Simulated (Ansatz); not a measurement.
# Geometry relaxation of CH$_{4}$AlCl$_{3}$O (part 2 of 2)

CH$_{4}$AlCl$_{3}$O; RKS PBE-D4/def2-SVP (Ansatz 0.2.0). The geometry: force-field start.

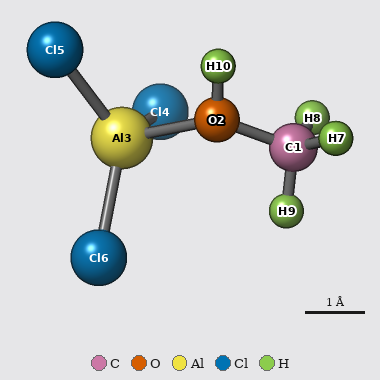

The geometry at step 12 of the log (ball-and-stick view, seen at a tilt; atoms are numbered from 1 in the order of the input).

**Trajectory as extended XYZ, continued**
```
10
Properties=species:S:1:pos:R:3:forces:R:3 step=6 energy=-47281.88595
C     0.4235   -1.1003    0.8466    0.0162  -0.0648  -0.0191
O     0.7291   -0.0531   -0.1136   -0.0142  -0.0731  -0.1032
Al   -0.6499    1.2160   -0.6978    0.0369  -0.0640   0.0016
Cl   -2.0554   -0.1112   -1.6022    0.0374   0.0414   0.0228
Cl    0.5631    2.3596   -2.0161   -0.0299  -0.0264   0.0048
Cl   -1.2259    2.0342    1.1770    0.0000   0.0151  -0.0128
H     1.3769   -1.5348    1.2180   -0.1756   0.0503  -0.0234
H    -0.2275   -1.8759    0.3821    0.1050   0.1371   0.0938
H    -0.1171   -0.5906    1.6703    0.0796  -0.1011  -0.0855
H     1.2663   -0.3953   -0.8612   -0.0555   0.0855   0.1208
10
Properties=species:S:1:pos:R:3:forces:R:3 step=7 energy=-47281.89004
C     0.4228   -1.1076    0.8408    0.0149  -0.0240  -0.0369
O     0.7255   -0.0448   -0.1028   -0.1005  -0.0298   0.0587
Al   -0.6544    1.2191   -0.6922    0.0437  -0.0653  -0.0005
Cl   -2.0615   -0.1077   -1.5900    0.0078   0.0202   0.0303
Cl    0.5589    2.3317   -2.0357   -0.0078  -0.0011   0.0064
Cl   -1.2201    2.0597    1.1755   -0.0007   0.0086  -0.0212
H     1.3730   -1.5397    1.2163   -0.1014   0.0340  -0.0220
H    -0.2176   -1.8811    0.3641    0.0624   0.0859   0.0488
H    -0.1267   -0.6176    1.6676    0.0428  -0.0491  -0.0435
H     1.2831   -0.3634   -0.8406    0.0389   0.0206  -0.0200
10
Properties=species:S:1:pos:R:3:forces:R:3 step=8 energy=-47281.89562
C     0.4163   -1.1347    0.8176    0.0107   0.0622  -0.0933
O     0.7164   -0.0244   -0.0696    0.0438  -0.0690  -0.0843
Al   -0.6605    1.2207   -0.6918    0.0130  -0.0290   0.0934
Cl   -2.1155   -0.1142   -1.4898    0.0216  -0.0009  -0.0270
Cl    0.5671    2.2704   -2.0746   -0.0011  -0.0295  -0.0205
Cl   -1.2079    2.1550    1.1354    0.0112   0.0051  -0.0087
H     1.3601   -1.5497    1.2140    0.0482  -0.0167   0.0040
H    -0.1775   -1.9070    0.2903   -0.0032   0.0122  -0.0135
H    -0.1751   -0.7050    1.6454   -0.0163   0.0266  -0.0016
H     1.3597   -0.2624   -0.7740   -0.1279   0.0391   0.1515
10
Properties=species:S:1:pos:R:3:forces:R:3 step=9 energy=-47281.89826
C     0.4130   -1.1422    0.8037   -0.0341   0.0801  -0.0348
O     0.7119   -0.0060   -0.0476    0.0987  -0.0927  -0.0670
Al   -0.6687    1.2218   -0.6740    0.0291   0.0074   0.0323
Cl   -2.1151   -0.1305   -1.4608    0.0016   0.0153   0.0100
Cl    0.5700    2.2145   -2.0942   -0.0140   0.0003  -0.0009
Cl   -1.2007    2.2054    1.1334    0.0055  -0.0251  -0.0591
H     1.3557   -1.5583    1.1992    0.0655  -0.0329   0.0168
H    -0.1682   -1.9034    0.2475   -0.0053   0.0012  -0.0046
H    -0.1918   -0.7403    1.6381    0.0090  -0.0065  -0.0333
H     1.3772   -0.2122   -0.7423   -0.1559   0.0528   0.1406
10
Properties=species:S:1:pos:R:3:forces:R:3 step=10 energy=-47281.89943
C     0.4143   -1.1497    0.7976   -0.0562   0.0592   0.0133
O     0.7164    0.0030   -0.0283   -0.0465  -0.0303   0.0872
Al   -0.6621    1.2204   -0.6647   -0.0309   0.0684  -0.0307
Cl   -2.1178   -0.1293   -1.4381    0.0087  -0.0112   0.0137
Cl    0.5642    2.1932   -2.1126   -0.0061  -0.0172   0.0381
Cl   -1.2109    2.2360    1.1182    0.0273  -0.0239  -0.0397
H     1.3557   -1.5744    1.1889    0.0449  -0.0215   0.0098
H    -0.1651   -1.8984    0.2224    0.0005   0.0029   0.0051
H    -0.1951   -0.7640    1.6370    0.0224  -0.0275  -0.0412
H     1.3836   -0.1880   -0.7174    0.0359   0.0011  -0.0555
10
Properties=species:S:1:pos:R:3:forces:R:3 step=11 energy=-47281.90029
C     0.4122   -1.1532    0.7921   -0.0367   0.0508   0.0048
O     0.7108    0.0106   -0.0195   -0.0347  -0.0496   0.0950
Al   -0.6672    1.2231   -0.6656   -0.0030   0.0422  -0.0097
Cl   -2.1195   -0.1423   -1.4169   -0.0027   0.0029  -0.0012
Cl    0.5710    2.1789   -2.1148   -0.0150  -0.0128   0.0178
Cl   -1.2024    2.2557    1.1093    0.0011  -0.0049  -0.0244
H     1.3548   -1.5772    1.1829    0.0300  -0.0106   0.0021
H    -0.1604   -1.8990    0.2063    0.0039   0.0052   0.0042
H    -0.2032   -0.7822    1.6333    0.0190  -0.0188  -0.0337
H     1.3868   -0.1657   -0.7040    0.0382  -0.0044  -0.0548
10
Properties=species:S:1:pos:R:3:forces:R:3 step=12 energy=-47281.90094
C     0.4128   -1.1612    0.7866   -0.0072   0.0326  -0.0114
O     0.7060    0.0172   -0.0056    0.0195  -0.0605   0.0382
Al   -0.6716    1.2260   -0.6621   -0.0016   0.0190  -0.0048
Cl   -2.1277   -0.1455   -1.3953    0.0010   0.0078  -0.0005
Cl    0.5754    2.1573   -2.1193   -0.0047  -0.0051  -0.0013
Cl   -1.2031    2.2913    1.0925   -0.0065  -0.0008  -0.0094
H     1.3579   -1.5841    1.1748    0.0050  -0.0001  -0.0045
H    -0.1512   -1.9028    0.1867    0.0096   0.0106   0.0072
H    -0.2094   -0.8100    1.6306    0.0138  -0.0098  -0.0223
H     1.3940   -0.1395   -0.6860   -0.0289   0.0062   0.0087
10
Properties=species:S:1:pos:R:3:forces:R:3 step=13 energy=-47281.90158
C     0.4144   -1.1729    0.7779    0.0163   0.0110  -0.0224
O     0.6997    0.0289    0.0183    0.0371  -0.0604   0.0237
Al   -0.6761    1.2324   -0.6548   -0.0062  -0.0081  -0.0017
Cl   -2.1359   -0.1497   -1.3616    0.0014   0.0123  -0.0017
Cl    0.5845    2.1198   -2.1290   -0.0004   0.0046  -0.0058
Cl   -1.2109    2.3445    1.0680   -0.0026   0.0031  -0.0072
H     1.3634   -1.5972    1.1583   -0.0277   0.0163  -0.0120
H    -0.1396   -1.9044    0.1557    0.0188   0.0249   0.0179
H    -0.2151   -0.8525    1.6286    0.0164  -0.0080  -0.0215
H     1.3986   -0.1002   -0.6583   -0.0530   0.0043   0.0306
10
Properties=species:S:1:pos:R:3:forces:R:3 step=14 energy=-47281.90196
C     0.4183   -1.1863    0.7703    0.0147   0.0033  -0.0276
O     0.6930    0.0403    0.0463    0.0230  -0.0670   0.0184
Al   -0.6832    1.2349   -0.6468   -0.0024   0.0124   0.0032
Cl   -2.1482   -0.1516   -1.3346    0.0127   0.0151   0.0122
Cl    0.5919    2.0839   -2.1345   -0.0003  -0.0035  -0.0047
Cl   -1.2158    2.4060    1.0374   -0.0027  -0.0194  -0.0178
H     1.3718   -1.6112    1.1407   -0.0477   0.0280  -0.0147
H    -0.1251   -1.9066    0.1248    0.0277   0.0421   0.0331
H    -0.2180   -0.8995    1.6287    0.0301  -0.0116  -0.0391
H     1.3985   -0.0611   -0.6293   -0.0551   0.0005   0.0371
10
Properties=species:S:1:pos:R:3:forces:R:3 step=15 energy=-47281.90222
C     0.4193   -1.1896    0.7674    0.0023   0.0154  -0.0227
O     0.6916    0.0443    0.0553    0.0202  -0.0550   0.0131
Al   -0.6818    1.2388   -0.6455   -0.0101   0.0015   0.0157
Cl   -2.1506   -0.1494   -1.3192    0.0058   0.0036  -0.0048
Cl    0.5982    2.0704   -2.1402   -0.0058  -0.0029   0.0079
Cl   -1.2241    2.4179    1.0296    0.0115  -0.0059  -0.0189
H     1.3733   -1.6145    1.1350   -0.0328   0.0207  -0.0091
H    -0.1205   -1.9054    0.1145    0.0217   0.0365   0.0293
H    -0.2190   -0.9132    1.6276    0.0278  -0.0120  -0.0405
H     1.3967   -0.0507   -0.6214   -0.0404  -0.0020   0.0301
10
Properties=species:S:1:pos:R:3:forces:R:3 step=16 energy=-47281.90248
C     0.4203   -1.1908    0.7664   -0.0075   0.0352  -0.0170
O     0.6903    0.0459    0.0600    0.0066  -0.0402   0.0170
Al   -0.6835    1.2397   -0.6427    0.0046  -0.0019   0.0034
Cl   -2.1493   -0.1491   -1.3188   -0.0072  -0.0037  -0.0018
Cl    0.5990    2.0633   -2.1397   -0.0014   0.0038   0.0041
Cl   -1.2236    2.4252    1.0271    0.0043   0.0001  -0.0076
H     1.3742   -1.6138    1.1332   -0.0041   0.0021   0.0015
H    -0.1172   -1.9045    0.1109    0.0072   0.0122   0.0120
H    -0.2188   -0.9193    1.6267    0.0131  -0.0098  -0.0208
H     1.3917   -0.0481   -0.6200   -0.0156   0.0023   0.0091
10
Properties=species:S:1:pos:R:3:forces:R:3 step=17 energy=-47281.90256
C     0.4221   -1.1916    0.7649   -0.0127   0.0078  -0.0095
O     0.6904    0.0459    0.0623    0.0110  -0.0051   0.0088
Al   -0.6840    1.2396   -0.6405   -0.0026  -0.0032  -0.0007
Cl   -2.1526   -0.1490   -1.3125    0.0017   0.0020   0.0014
Cl    0.5991    2.0604   -2.1388   -0.0003  -0.0010   0.0003
Cl   -1.2204    2.4329    1.0241    0.0005   0.0011   0.0005
H     1.3731   -1.6128    1.1411    0.0082   0.0130  -0.0094
H    -0.1069   -1.9061    0.1047   -0.0039  -0.0099   0.0026
H    -0.2253   -0.9250    1.6195   -0.0033  -0.0012   0.0000
H     1.3877   -0.0456   -0.6219    0.0013  -0.0036   0.0061
```

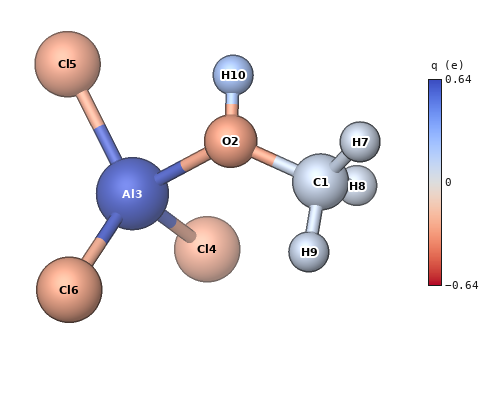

Mulliken charges, as the colour of each atom (ball-and-stick view, seen at a tilt; atoms are numbered from 1 in the order of the input; Mulliken charges depend strongly on the basis). By element: C +0.09, O −0.30, Al +0.61, Cl −0.30 to −0.27 and H +0.07 to +0.23 e.

This output came from the following input.

**Input file**
```yaml
crystal:
  periodic: [false, false, false]
  atoms:
    - {symbol: C, position_ang: [0.465300, -1.080800, 0.846500]}
    - {symbol: O, position_ang: [0.907400, -0.073400, -0.064400]}
    - {symbol: Al, position_ang: [-0.496000, 1.046200, -0.639900]}
    - {symbol: Cl, position_ang: [-1.941800, -0.121500, -1.679200]}
    - {symbol: Cl, position_ang: [0.358700, 2.549100, -2.032200]}
    - {symbol: Cl, position_ang: [-1.365400, 2.090900, 1.110800]}
    - {symbol: H, position_ang: [1.275700, -1.702800, 1.146300]}
    - {symbol: H, position_ang: [-0.336800, -1.654400, 0.368300]}
    - {symbol: H, position_ang: [0.034400, -0.537500, 1.802100]}
    - {symbol: H, position_ang: [1.181600, -0.567100, -0.855300]}
basis:
  gaussian: {orbitals: def2-SVP}
hamiltonian: {xc: pbe, dispersion: d4}
relax: {f_tol: 0.03, max_steps: 200}
```

Command:
```bash
ansatz run in.yaml --threads 4 --pin off --events-out ev --progress --plain --max-ram 11315MiB
```

**Summary**

- outcome: converged
- total energy: −47281.9026 eV
- mean-field energy: −47281.5990 eV
- dispersion energy: −0.3036 eV
- SCF solution under orbital rotations: stable
- largest force (length of the vector) at the end: 0.018 eV/Å
- dipole moment: 5.79 D
- hardware: 4 threads of Arm Neoverse V2, 23 GiB of memory available, shared host
- wall time: 31 s (CPU time 1.9 min)
- peak memory: 0.18 GiB
